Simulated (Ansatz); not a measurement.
# CH₉NSi (built from SMILES C.N[SiH3]): search for a transition state

Is there a first-order saddle for this four-centre ligand exchange, which should form Si1–C7, N2–H6 and break Si1–N2, H6–C7, and which two structures does it connect?

Computed with Ansatz 0.2.0, Gaussian basis. Level: PBE0-D4, def2-SVP first, then def2-TZVP.

152 further runs of the same task are left out: 152 set aside as unsound or not needed.

## 1. The starting structure

The guess: 12 atoms, charge 0, spin multiplicity 1.

Atoms are counted from 1 here; the program's logs count them from 0.

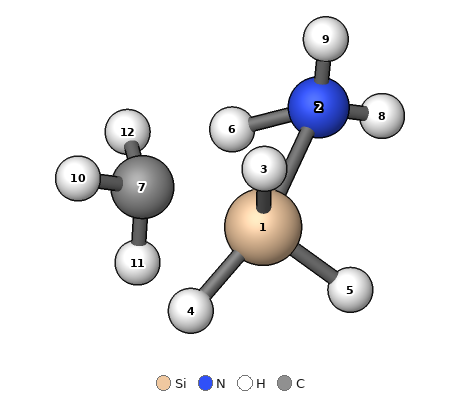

Start geometry, drawn with silicon light orange, nitrogen blue, hydrogen white, carbon grey; atoms are numbered from 1 in the order of the file.

As a file:

```mol
CH9NSi
  3D, bonds by distance, orders not assigned

 12 10  0  0  0  0  0  0  0  0999 V2000
   -1.0650    0.0830    0.2689 Si  0  0
    0.4844   -0.7536    1.1286 N   0  0
   -1.2484    0.9596    1.4289 H   0  0
   -1.8701    0.8445   -0.7277 H   0  0
   -1.7211   -1.2216    0.1529 H   0  0
    0.8653   -0.2241    0.0513 H   0  0
    0.6640    0.4935   -1.1199 C   0  0
    0.5270   -1.7634    1.2050 H   0  0
    0.8387   -0.3686    1.9967 H   0  0
    0.5666    1.5731   -1.1498 H   0  0
    0.2173    0.0810   -2.0177 H   0  0
    1.7414    0.2966   -1.2172 H   0  0
  1  2  8  0
  1  3  8  0
  1  4  8  0
  1  5  8  0
  2  6  8  0
  2  8  8  0
  2  9  8  0
  7 10  8  0
  7 11  8  0
  7 12  8  0
M  END
```

Distances that are to change: Si1–C7 2.26 Å, N2–H6 1.26 Å, Si1–N2 1.96 Å, H6–C7 1.39 Å.

## 2. Relaxing the guess with the reacting distances held

Contents of hold/in.yaml:

```yaml
crystal:
  periodic: [false, false, false]
  atoms:
    - {symbol: Si, position_ang: [-1.065000, 0.083000, 0.268900]}
    - {symbol: N, position_ang: [0.484400, -0.753600, 1.128600]}
    - {symbol: H, position_ang: [-1.248400, 0.959600, 1.428900]}
    - {symbol: H, position_ang: [-1.870100, 0.844500, -0.727700]}
    - {symbol: H, position_ang: [-1.721100, -1.221600, 0.152900]}
    - {symbol: H, position_ang: [0.865300, -0.224100, 0.051300]}
    - {symbol: C, position_ang: [0.664000, 0.493500, -1.119900]}
    - {symbol: H, position_ang: [0.527000, -1.763400, 1.205000]}
    - {symbol: H, position_ang: [0.838700, -0.368600, 1.996700]}
    - {symbol: H, position_ang: [0.566600, 1.573100, -1.149800]}
    - {symbol: H, position_ang: [0.217300, 0.081000, -2.017700]}
    - {symbol: H, position_ang: [1.741400, 0.296600, -1.217200]}
basis:
  gaussian: {orbitals: def2-SVP}
hamiltonian: {xc: pbe0, dispersion: d4}
relax: {f_tol: 0.04, max_steps: 150, escape_saddle: false, constraints: [{distance: [0, 6]}, {distance: [1, 5]}, {distance: [0, 1]}, {distance: [5, 6]}]}
```

On the command line:

```sh
ansatz run in.yaml --threads 4 --pin off --events-out ev --progress --plain --max-ram 9574MiB
```

The log of the run, shortened:

```text
Functional definition: PBE0
  name "PBE0"
  cite "Adamo & Barone, J. Chem. Phys. 110, 6158 (1999) doi:10.1063/1.478522"
  cite "Perdew, Burke & Ernzerhof, Phys. Rev. Lett. 77, 3865 (1996) doi:10.1103/PhysRevLett.77.3865"
  parent pbe
[...]
993 factors; integrals over basis functions are off by at most 4.7e-4 eV
[...]
mean field -10537.85998081 eV, -387.2592114768 hartree, gradient 1.8e-5 eV, S^2 0.000000; 0 other end points of the search recorded, 0 dependent functions left out
[...]
reference -10537.86000855 eV, -387.2592124961 hartree; 18, 18 occupied and 73, 73 virtual orbitals, 993 factors
relax step   1: F+E_penalty+E_count = -10538.02381687 eV  Δ(F+E_penalty+E_count) = +0.000e0 eV  max|allowed force component| = 6.233e-1 eV/Å  Δτ_max = 0.0000 Å  (23 SCF iters, accepted)
[...]
relax step   3: F+E_penalty+E_count = -10538.12368580 eV  Δ(F+E_penalty+E_count) = -1.130e-2 eV  max|allowed force component| = 9.122e-2 eV/Å  Δτ_max = 0.0408 Å  (23 SCF iters, accepted)
[...]
relax step   4: F+E_penalty+E_count = -10538.12455653 eV  Δ(F+E_penalty+E_count) = -8.707e-4 eV  max|allowed force component| = 2.609e-2 eV/Å  Δτ_max = 0.0100 Å  (22 SCF iters, accepted)
  distance Si 0 - C 6 held at 2.255375 Å   reaction = +3.8254e-1 eV/Å
  distance N 1 - H 5 held at 1.259377 Å   reaction = +3.0148e-1 eV/Å
  distance Si 0 - N 1 held at 1.959496 Å   reaction = -2.8059e-1 eV/Å
  distance H 5 - C 6 held at 1.388229 Å   reaction = -9.1320e-1 eV/Å
993 factors; integrals over basis functions are off by at most 5.0e-4 eV
[...]
mean field -10537.96143369 eV, -387.2629398015 hartree, gradient 1.3e-5 eV, S^2 0.000000; 1 other end points of the search recorded, 0 dependent functions left out
[...]
reference -10537.96146156 eV, -387.2629408255 hartree; 18, 18 occupied and 73, 73 virtual orbitals, 993 factors
Total energy: -10538.12458439 eV, -387.2689354791 hartree
Atom 0 at    -1.042587     0.074506     0.275658 Å, force     0.081712     0.183889    -0.352203 eV/Å
Atom 1 at     0.515959    -0.757740     1.122963 Å, force     0.319552     0.003793    -0.130444 eV/Å
Atom 2 at    -1.328470     0.927704     1.481697 Å, force    -0.004352    -0.005829    -0.004369 eV/Å
Atom 3 at    -1.804190     0.859276    -0.777195 Å, force     0.017921    -0.010478     0.011903 eV/Å
Atom 4 at    -1.796515    -1.225948     0.222549 Å, force    -0.000807     0.007624     0.002805 eV/Å
Atom 5 at     0.850587    -0.213362     0.037741 Å, force     0.041957    -0.605930     1.036292 eV/Å
Atom 6 at     0.663110     0.503578    -1.136154 Å, force    -0.402579     0.397017    -0.528925 eV/Å
Atom 7 at     0.539852    -1.775926     1.190287 Å, force    -0.019357     0.011881    -0.023211 eV/Å
Atom 8 at     0.858783    -0.356885     1.996796 Å, force    -0.017091     0.019746    -0.018064 eV/Å
Atom 9 at     0.572444     1.600496    -1.175920 Å, force     0.002252    -0.015210    -0.001187 eV/Å
Atom 10 at     0.221297     0.084681    -2.053853 Å, force     0.006885     0.004810     0.011382 eV/Å
Atom 11 at     1.749830     0.279620    -1.184570 Å, force    -0.026093     0.008687    -0.003980 eV/Å
Dipole moment:     0.466655    -0.254290     0.262646 e Å
```

It took 5.5 s on 4 threads of Arm Neoverse V1, shared host.

The steps of the relaxation:

```tsv
step	energy from step 1 (eV)	largest force component (eV/Å)
1	0.0000	0.6233
2	-0.0886	0.3007
3	-0.0999	0.0912
4	-0.1007	0.0261
```

Close pairs (by a distance rule), those that changed most:

```tsv
bond	before (Å)	after (Å)	change (Å)
Si1–H5	1.465	1.504	+0.039
Si1–H3	1.465	1.505	+0.039
Si1–H4	1.490	1.518	+0.028
C7–H10	1.084	1.101	+0.017
C7–H11	1.084	1.101	+0.017
C7–H12	1.100	1.111	+0.011
N2–H8	1.014	1.021	+0.007
N2–H9	1.014	1.021	+0.007
```

## 3. A starting Hessian

Contents of hessian/in.yaml:

```yaml
crystal:
  periodic: [false, false, false]
  atoms:
    - {symbol: Si, position_ang: [-1.042587, 0.074506, 0.275658]}
    - {symbol: N, position_ang: [0.515959, -0.757740, 1.122963]}
    - {symbol: H, position_ang: [-1.328470, 0.927704, 1.481697]}
    - {symbol: H, position_ang: [-1.804190, 0.859276, -0.777195]}
    - {symbol: H, position_ang: [-1.796515, -1.225948, 0.222549]}
    - {symbol: H, position_ang: [0.850587, -0.213362, 0.037741]}
    - {symbol: C, position_ang: [0.663110, 0.503578, -1.136154]}
    - {symbol: H, position_ang: [0.539852, -1.775926, 1.190287]}
    - {symbol: H, position_ang: [0.858783, -0.356885, 1.996796]}
    - {symbol: H, position_ang: [0.572444, 1.600496, -1.175920]}
    - {symbol: H, position_ang: [0.221297, 0.084681, -2.053853]}
    - {symbol: H, position_ang: [1.749830, 0.279620, -1.184570]}
basis:
  gaussian: {orbitals: def2-SVP}
hamiltonian: {xc: pbe0, dispersion: d4}
phonons: {}
scf: {lower_state_search: off}
```

On the command line:

```sh
ansatz run in.yaml --threads 4 --pin off --events-out ev --progress --plain --max-ram 9574MiB
```

The log of the run, shortened:

```text
[... 5 set-up lines as earlier in the session ...]
[...]
996 factors; integrals over basis functions are off by at most 3.8e-4 eV
[...]
mean field -10537.96143280 eV, -387.2629397687 hartree, gradient 3.6e-6 eV, S^2 0.000000; 0 other end points of the search recorded, 0 dependent functions left out
[...]
reference -10537.96146066 eV, -387.2629407923 hartree; 18, 18 occupied and 73, 73 virtual orbitals, 996 factors
[... from here to the last solve, the lines of the solves are left out (71 solves) ...]
996 factors; integrals over basis functions are off by at most 3.8e-4 eV
mean field -10537.96143894 eV, -387.2629399944 hartree, gradient 9.6e-7 eV, S^2 0.000000; 0 other end points of the search recorded, 0 dependent functions left out
[...]
WARN: phonons: modes at or below zero, which the zero-point energy, F, S and C_V leave out: 2, the lowest at -1376.06 cm⁻¹. A minimum has none, and a first-order saddle one
[...]
Atom 5 at     0.850587    -0.213362     0.037741 Å, force     0.041961    -0.605936     1.036291 eV/Å
Atom 6 at     0.663110     0.503578    -1.136154 Å, force    -0.402607     0.397042    -0.528942 eV/Å
Atom 7 at     0.539852    -1.775926     1.190287 Å, force    -0.019354     0.011860    -0.023208 eV/Å
Atom 8 at     0.858783    -0.356885     1.996796 Å, force    -0.017089     0.019744    -0.018058 eV/Å
Atom 9 at     0.572444     1.600496    -1.175920 Å, force     0.002251    -0.015228    -0.001185 eV/Å
Atom 10 at     0.221297     0.084681    -2.053853 Å, force     0.006889     0.004814     0.011397 eV/Å
Atom 11 at     1.749830     0.279620    -1.184570 Å, force    -0.026071     0.008679    -0.003978 eV/Å
Dipole moment:     0.466654    -0.254290     0.262647 e Å
Vibrations: -1376.06 -46.55 205.74 282.12 330.53 539.53 554.80 581.78 632.54 690.14 752.99 823.56 881.89 931.75 1080.23 1101.12 1216.14 1377.38 1417.13 1495.14 1520.23 1746.14 2072.36 2161.24 2175.30 3004.91 3116.77 3170.49 3515.61 3628.15 cm⁻¹, zero-point energy 2.542029 eV
Checks for a lower state left out: stability, starts, cluster_reference, orbital_swaps, neighbouring_geometries, increment
```

Run time: 49 s. Hardware: 4 threads of Arm Neoverse V1, shared host.

The structure is not stationary yet, so these wavenumbers are no spectrum; the search needs only the force constants.

## 4. Saddle search in the small basis

A small driver takes partitioned rational-function steps: uphill along one mode, downhill along the rest. It calls the program once a step for energy and forces and updates the Hessian by Bofill's formula. It stops when the largest force is under 0.04 eV/Å and the followed curvature is negative. The first step's input:

Contents of presaddle/in.yaml:

```yaml
crystal:
  periodic: [false, false, false]
  atoms:
    - {symbol: Si, position_ang: [-1.042587, 0.074506, 0.275658]}
    - {symbol: N, position_ang: [0.515959, -0.757740, 1.122963]}
    - {symbol: H, position_ang: [-1.328470, 0.927704, 1.481697]}
    - {symbol: H, position_ang: [-1.804190, 0.859276, -0.777195]}
    - {symbol: H, position_ang: [-1.796515, -1.225948, 0.222549]}
    - {symbol: H, position_ang: [0.850587, -0.213362, 0.037741]}
    - {symbol: C, position_ang: [0.663110, 0.503578, -1.136154]}
    - {symbol: H, position_ang: [0.539852, -1.775926, 1.190287]}
    - {symbol: H, position_ang: [0.858783, -0.356885, 1.996796]}
    - {symbol: H, position_ang: [0.572444, 1.600496, -1.175920]}
    - {symbol: H, position_ang: [0.221297, 0.084681, -2.053853]}
    - {symbol: H, position_ang: [1.749830, 0.279620, -1.184570]}
basis:
  gaussian: {orbitals: def2-SVP}
hamiltonian: {xc: pbe0, dispersion: d4}
output: {forces: true}
scf: {lower_state_search: off}
```

On the command line:

```sh
ansatz run in.yaml --threads 4 --pin off --events-out ev --progress --plain --max-ram 9574MiB
```

Step by step:

```tsv
step	energy (eV)	largest force (eV/Å)	followed curvature (eV/Å²)
1	-10538.12459	1.0363	-11.61
2	-10538.10562	0.1022	-11.75
3	-10538.10757	0.0376	-11.75
```

The 3 steps took 2.3 s in all (4 threads of Arm Neoverse V1, shared host).

## 5. Saddle search in triple zeta

A small driver takes partitioned rational-function steps: uphill along one mode, downhill along the rest. It calls the program once a step for energy and forces and updates the Hessian by Bofill's formula. It stops when the largest force is under 0.018 eV/Å and the followed curvature is negative. The first step's input:

Contents of saddle/in.yaml:

```yaml
crystal:
  periodic: [false, false, false]
  atoms:
    - {symbol: Si, position_ang: [-1.043189, 0.056400, 0.318201]}
    - {symbol: N, position_ang: [0.513313, -0.748940, 1.135731]}
    - {symbol: H, position_ang: [-1.407824, 0.866810, 1.535460]}
    - {symbol: H, position_ang: [-1.710119, 0.875814, -0.757360]}
    - {symbol: H, position_ang: [-1.816486, -1.228349, 0.223461]}
    - {symbol: H, position_ang: [0.863031, -0.205923, 0.022755]}
    - {symbol: C, position_ang: [0.706226, 0.504726, -1.173224]}
    - {symbol: H, position_ang: [0.499625, -1.766065, 1.223440]}
    - {symbol: H, position_ang: [0.827504, -0.339906, 2.016454]}
    - {symbol: H, position_ang: [0.578604, 1.597123, -1.185202]}
    - {symbol: H, position_ang: [0.199321, 0.079567, -2.053575]}
    - {symbol: H, position_ang: [1.790093, 0.308744, -1.306141]}
basis:
  gaussian: {orbitals: def2-TZVP}
hamiltonian: {xc: pbe0, dispersion: d4}
output: {forces: true}
scf: {lower_state_search: off}
```

On the command line:

```sh
ansatz run in.yaml --threads 4 --pin off --events-out ev --progress --plain --max-ram 9574MiB
```

Step by step:

```tsv
step	energy (eV)	largest force (eV/Å)	followed curvature (eV/Å²)
1	-10543.94637	0.3126	-11.75
2	-10543.96231	0.0350	-11.78
3	-10543.96902	0.1002	-11.78
4	-10543.98985	0.3453	-11.77
5	-10544.02102	0.5005	-11.77
6	-10543.96606	0.9290	-11.76
7	-10544.10313	0.7133	-11.76
8	-10544.09730	0.9712	-11.77
9	-10544.14708	0.3720	-11.79
10	-10544.14840	0.7997	-11.77
11	-10544.16111	0.3960	-11.72
14	-10544.16793	0.1980	-11.86
17	-10544.16915	0.2633	-11.95
20	-10544.17168	0.0916	-11.95
23	-10544.17278	0.1547	-11.96
26	-10544.17431	0.0667	-11.99
29	-10544.17515	0.0619	-11.98
30	-10544.17558	0.0594	-11.99
31	-10544.17583	0.1158	-11.99
32	-10544.17576	0.1915	-11.99
33	-10544.17565	0.2558	-12.02
34	-10544.17644	0.1562	-12.02
35	-10544.17705	0.0512	-12.02
36	-10544.17735	0.0177	-12.02
```

The 36 steps took 47 s in all (4 threads of Arm Neoverse V1, shared host).

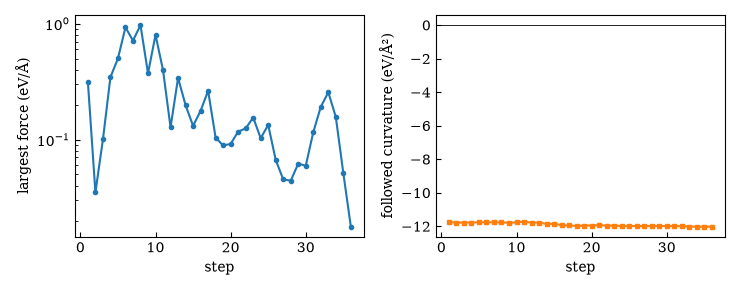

Largest force and followed curvature during the search.

Geometry at the end of the search:

```tsv
atom	x (Å)	y (Å)	z (Å)
Si1	-1.04726	-0.02484	0.30849
N2	0.53194	-0.38954	1.25468
H3	-1.95276	-0.25540	1.50689
H4	-1.36532	1.39251	0.00832
H5	-1.48598	-1.12328	-0.58515
H6	0.91942	-0.16585	0.17792
C7	0.64426	0.32049	-1.28664
H8	0.61655	-1.32545	1.63773
H9	0.77778	0.29310	1.96338
H10	1.18474	1.27558	-1.25465
H11	-0.15011	0.43885	-2.02895
H12	1.32684	-0.43617	-1.70203
```

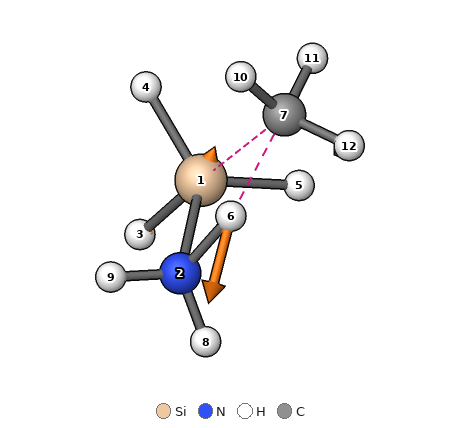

The point found; broken lines mark the pairs that react, arrows the followed mode.

## 6. Vibrations at the point found

Contents of vib/in.yaml:

```yaml
crystal:
  periodic: [false, false, false]
  atoms:
    - {symbol: Si, position_ang: [-1.047263, -0.024842, 0.308493]}
    - {symbol: N, position_ang: [0.531938, -0.389538, 1.254683]}
    - {symbol: H, position_ang: [-1.952757, -0.255402, 1.506886]}
    - {symbol: H, position_ang: [-1.365324, 1.392508, 0.008323]}
    - {symbol: H, position_ang: [-1.485978, -1.123277, -0.585150]}
    - {symbol: H, position_ang: [0.919423, -0.165848, 0.177919]}
    - {symbol: C, position_ang: [0.644261, 0.320494, -1.286636]}
    - {symbol: H, position_ang: [0.616547, -1.325451, 1.637731]}
    - {symbol: H, position_ang: [0.777781, 0.293102, 1.963377]}
    - {symbol: H, position_ang: [1.184744, 1.275576, -1.254654]}
    - {symbol: H, position_ang: [-0.150115, 0.438852, -2.028946]}
    - {symbol: H, position_ang: [1.326843, -0.436174, -1.702025]}
basis:
  gaussian: {orbitals: def2-TZVP}
hamiltonian: {xc: pbe0, dispersion: d4}
phonons: {temperatures: {t_min: 298.15, t_max: 900, t_step: 200}}
```

On the command line:

```sh
ansatz run in.yaml --threads 4 --pin off --events-out ev --progress --plain --max-ram 9574MiB
```

The log of the run, shortened:

```text
[... 5 set-up lines as earlier in the session ...]
[...]
999 factors; their error is unknown
[...]
mean field -10544.01075551 eV, -387.4852482780 hartree, gradient 1.8e-5 eV, S^2 0.000000; 0 other end points of the search recorded, 0 dependent functions left out
[...]
reference -10544.01078811 eV, -387.4852494759 hartree; 18, 18 occupied and 135, 135 virtual orbitals, 999 factors
[... from here to the last solve, the lines of the solves are left out (71 solves) ...]
999 factors; their error is unknown
mean field -10544.01071909 eV, -387.4852469394 hartree, gradient 1.6e-6 eV, S^2 0.000000; 0 other end points of the search recorded, 0 dependent functions left out
[...]
reference -10544.01075169 eV, -387.4852481375 hartree; 18, 18 occupied and 135, 135 virtual orbitals, 999 factors
[...]
WARN: phonons: modes at or below zero, which the zero-point energy, F, S and C_V leave out: 1, the lowest at -1176.98 cm⁻¹. A minimum has none, and a first-order saddle one
[...]
Atom 4 at    -1.485978    -1.123277    -0.585150 Å, force    -0.001689     0.001739     0.003908 eV/Å
Atom 5 at     0.919423    -0.165848     0.177919 Å, force     0.004300     0.002745    -0.008391 eV/Å
Atom 6 at     0.644261     0.320494    -1.286636 Å, force     0.015161    -0.009576    -0.014940 eV/Å
Atom 7 at     0.616547    -1.325451     1.637731 Å, force     0.000336     0.004596    -0.005393 eV/Å
Atom 8 at     0.777781     0.293102     1.963377 Å, force     0.001427     0.000008     0.004911 eV/Å
Atom 9 at     1.184744     1.275576    -1.254654 Å, force    -0.005817    -0.006672    -0.003463 eV/Å
Atom 10 at    -0.150115     0.438852    -2.028946 Å, force     0.011099    -0.000756     0.008104 eV/Å
Atom 11 at     1.326843    -0.436174    -1.702025 Å, force    -0.017695     0.015675     0.008125 eV/Å
Dipole moment:     0.378967    -0.170862     0.542443 e Å
Vibrations: -1176.98 91.27 196.71 322.64 341.93 451.42 476.99 591.85 652.30 678.85 749.58 865.17 868.25 932.37 1021.60 1088.18 1201.84 1406.59 1445.84 1514.29 1582.58 1982.68 2034.80 2205.46 2240.01 2992.18 3069.78 3105.53 3505.74 3612.28 cm⁻¹, zero-point energy 2.555853 eV
```

Run time: 79 s. Hardware: 4 threads of Arm Neoverse V1, shared host.

Wavenumbers and character of the modes:

```tsv
mode	wavenumber (cm⁻¹)	character
1	1177i	changes N2–H6, H6–C7
2	91	bend
3	197	torsion with bend
4	323	not assigned (largely outside the bonds, angles and torsions drawn)
5	342	bend
6	451	not assigned (largely outside the bonds, angles and torsions drawn)
7	477	not assigned (largely outside the bonds, angles and torsions drawn)
8	592	Si–N stretch
9	652	bend with torsion
10	679	not assigned (largely outside the bonds, angles and torsions drawn)
11	750	bend
12	865	not assigned (largely outside the bonds, angles and torsions drawn)
13	868	bend with torsion
14	932	torsion with bend
15	1022	bend
16	1088	torsion with bend
17	1202	bend
18	1407	bend
19	1446	bend
20	1514	bend
21	1583	bend
22	1983	N–H stretch with bend
23	2035	Si–H stretch
24	2205	Si–H stretch
25	2240	Si–H stretch
26	2992	C–H stretch
27	3070	C–H stretch
28	3106	C–H stretch
29	3506	N–H stretch
30	3612	N–H stretch
```

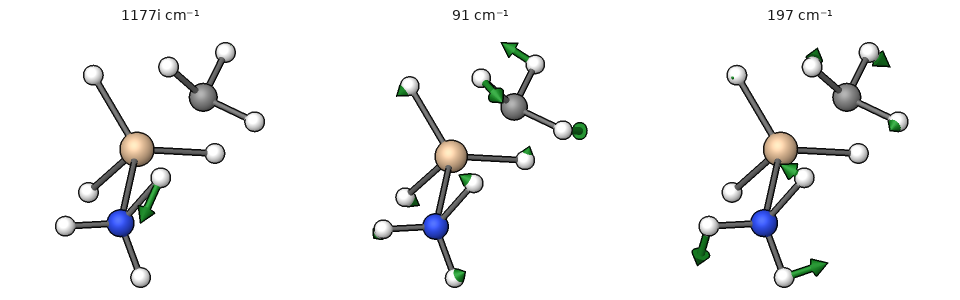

How the atoms move in 3 of the modes.

Vibrational sums (real modes only):

```tsv
T (K)	entropy (J/mol/K)	heat capacity (J/mol/K)
298	49.8	67.0
498	94.6	108.7
698	136.4	138.6
898	174.1	160.7
```

## 7. Relaxing after a step of 0.30 Å one way along the mode

Contents of downa/in.yaml:

```yaml
crystal:
  periodic: [false, false, false]
  atoms:
    - {symbol: Si, position_ang: [-1.027021, 0.035393, 0.193883]}
    - {symbol: N, position_ang: [0.586863, -0.382371, 1.224095]}
    - {symbol: H, position_ang: [-1.912224, -0.269191, 1.467669]}
    - {symbol: H, position_ang: [-1.430615, 1.427040, -0.000675]}
    - {symbol: H, position_ang: [-1.466597, -1.097494, -0.596800]}
    - {symbol: H, position_ang: [0.998830, -0.316127, 0.425125]}
    - {symbol: C, position_ang: [0.555428, 0.331610, -1.284682]}
    - {symbol: H, position_ang: [0.638174, -1.322869, 1.611688]}
    - {symbol: H, position_ang: [0.790320, 0.293782, 1.953376]}
    - {symbol: H, position_ang: [1.155117, 1.295244, -1.290803]}
    - {symbol: H, position_ang: [-0.158066, 0.444053, -2.065480]}
    - {symbol: H, position_ang: [1.269890, -0.439069, -1.637396]}
basis:
  gaussian: {orbitals: def2-TZVP}
hamiltonian: {xc: pbe0, dispersion: d4}
relax: {f_tol: 0.005, max_steps: 200}
```

On the command line:

```sh
ansatz run in.yaml --threads 4 --pin off --events-out ev --progress --plain --max-ram 9574MiB
```

The log of the run, shortened:

```text
[... 5 set-up lines as earlier in the session ...]
[...]
999 factors; their error is unknown
[...]
mean field -10543.69906509 eV, -387.4737938663 hartree, gradient 1.6e-5 eV, S^2 0.000000; 0 other end points of the search recorded, 0 dependent functions left out
[...]
reference -10543.69909756 eV, -387.4737950592 hartree; 18, 18 occupied and 135, 135 virtual orbitals, 999 factors
relax step   1: F+E_penalty+E_count = -10543.86554916 eV  Δ(F+E_penalty+E_count) = +0.000e0 eV  max|allowed force component| = 7.194e0 eV/Å  Δτ_max = 0.0000 Å  (26 SCF iters, accepted)
[...]
Atom 2 at    -1.139329     1.062559     0.997431 Å, force    -0.000013    -0.000036    -0.000086 eV/Å
Atom 3 at    -2.558814     0.949714    -0.931508 Å, force    -0.000045    -0.000032    -0.000117 eV/Å
Atom 4 at    -1.525267    -1.049980    -0.105938 Å, force    -0.000088     0.000125     0.000020 eV/Å
Atom 5 at     2.185939    -1.251576     1.592480 Å, force    -0.000407     0.000325    -0.000383 eV/Å
Atom 6 at     0.152293     0.723004    -1.446055 Å, force    -0.000323     0.000064    -0.000224 eV/Å
Atom 7 at     0.659603    -1.820274     1.520888 Å, force     0.000359     0.000482    -0.000569 eV/Å
Atom 8 at     0.962455    -0.394413     2.245839 Å, force     0.000149    -0.000060    -0.000892 eV/Å
Atom 9 at     0.292861     1.793800    -1.609908 Å, force     0.000019    -0.000108     0.000044 eV/Å
Atom 10 at     0.009788     0.246165    -2.418436 Å, force     0.000105     0.000034     0.000138 eV/Å
Atom 11 at     1.048609     0.313967    -0.976818 Å, force     0.000028    -0.000004     0.000019 eV/Å
Dipole moment:     0.286037    -0.179403     0.249225 e Å
```

Run time: 59 s. Hardware: 4 threads of Arm Neoverse V1, shared host.

Along the way: (not every step is listed)

```tsv
step	energy from step 1 (eV)	largest force component (eV/Å)
1	0.0000	7.1941
2	-0.8146	1.2671
3	-1.1103	0.7478
4	-1.3383	1.1100
5	-1.5133	0.9053
6	-1.7549	0.9343
7	-2.0067	0.9338
8	-2.2233	0.6909
9	-2.3609	0.5022
11	-2.4532	0.1570
13	-2.4630	0.6915
15	-2.4791	0.1949
17	-2.4815	0.1132
19	-2.4840	0.2345
21	-2.4847	0.0093
23	-2.4858	0.0723
25	-2.4862	0.0106
27	-2.4862	0.0028
29	-2.4863	0.0041
31	-2.4863	0.0095
33	-2.4863	0.0107
34	-2.4863	0.0109
35	-2.4863	0.0118
36	-2.4863	0.0146
37	-2.4863	0.0124
38	-2.4863	0.0075
39	-2.4863	0.0018
```

Distances of close pairs at the start and the end, largest changes first:

```tsv
bond	before (Å)	after (Å)	change (Å)
Si1–N2	1.960	3.391	+1.432
Si1–C7	2.186	1.866	-0.320
N2–H6	0.901	1.013	+0.111
Si1–H3	1.581	1.489	-0.092
C7–H10	1.135	1.092	-0.043
Si1–H5	1.450	1.489	+0.039
Si1–H4	1.462	1.492	+0.030
C7–H11	1.064	1.092	+0.029
```

[end of part 1 of 2]
